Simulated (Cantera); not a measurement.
Input: 1 mol Si, 11 mol HCl, held at 1048 K.

These are equilibrium values from Cantera (NASA tables, ideal gas, pure condensed phases), not measurements of a reactor. Candidate condensed phases: Si; 19 gas species. The tables' values for SiCl₃ are old estimates; treat these amounts as uncertain. Rates play no part.

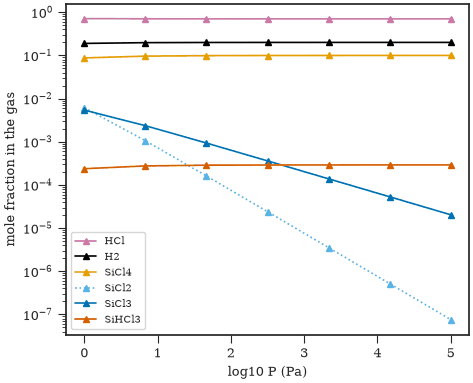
Figure. Equilibrium gas composition (values under 1e-9 drawn at 1e-9)

Problem. Read off the mole fractions at 0.150 bar.

Solution. HCl about 0.70, H₂ about 0.20, SiCl₄ about 0.100, SiHCl₃ about 0.00029, SiCl₃ about 5.3e-5, SiCl₂ about 5.1e-7.
